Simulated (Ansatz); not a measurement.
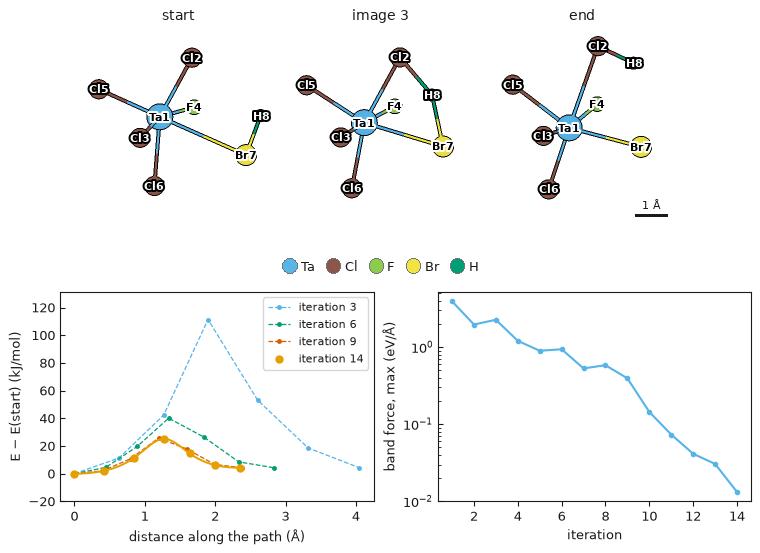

A nudged-elastic-band calculation for TaHBrCl₄F. Images are numbered from 0 (start) to 6 (end). The plot follows the band through its iterations. A ball-and-stick model, seen at a tilt.

Computed with RKS PBE/def2-SVP (Ansatz). Settings: 5 movable images; climbing image; force threshold 0.03 eV/Å; iteration limit 60; starting path through a guess of the saddle point.

Question: How did the profile develop, and is the result final?

Answer: The result is final at these settings. The band converged in 14 iterations. The largest component of the band force went from 3.9 to 0.013 eV/Å. The climbing image converged on the top of the path. Its vibrational analysis gives one imaginary mode (223i cm⁻¹), as a transition state must have. The first iteration put the highest image at 367.7 kJ/mol. Forward barrier 25.2 kJ/mol, backward barrier 20.9 kJ/mol, with image 3 at the top; the reaction energy is +4.3 kJ/mol.

Cost: 3.8 min on 4 threads of Arm Neoverse V2, on a shared host, peak memory 0.3 GiB.
